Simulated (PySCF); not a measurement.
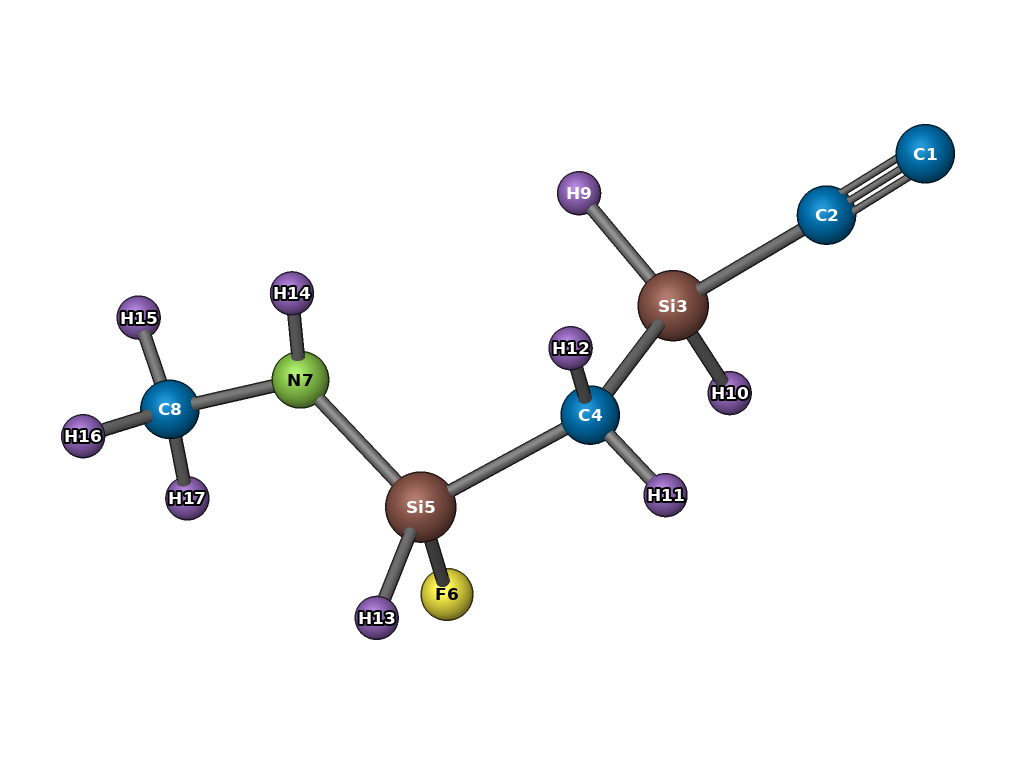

The questions are on Mulliken spin populations. State: neutral, doublet. The geometry was computed by an optimisation with GFN2-xTB. No frequency run is at hand to confirm it as a minimum. Method: UKS B3LYP, pcH-1 on C F H N Si, non-relativistic (PySCF 2.14.0).

List the Mulliken spin populations.

```json
{"atom": "C1", "value (e)": "1.12"}
{"atom": "C2", "value (e)": "−0.16"}
{"atom": "Si3", "value (e)": "0.04"}
{"atom": "C4", "value (e)": "0.00"}
{"atom": "Si5", "value (e)": "0.00"}
{"atom": "F6", "value (e)": "0.00"}
{"atom": "N7", "value (e)": "0.00"}
{"atom": "C8", "value (e)": "0.00"}
{"atom": "H9", "value (e)": "0.00"}
{"atom": "H10", "value (e)": "0.00"}
{"atom": "H11", "value (e)": "0.00"}
{"atom": "H12", "value (e)": "0.00"}
{"atom": "H13", "value (e)": "0.00"}
{"atom": "H14", "value (e)": "0.00"}
{"atom": "H15", "value (e)": "0.00"}
{"atom": "H16", "value (e)": "0.00"}
{"atom": "H17", "value (e)": "0.00"}
```

Mulliken values depend strongly on the basis set. The geometry is semi-empirical. Around Si such bond lengths and angles can be off by a tenth of an ångström or more and by several degrees, and values that hang on the shape move with them.
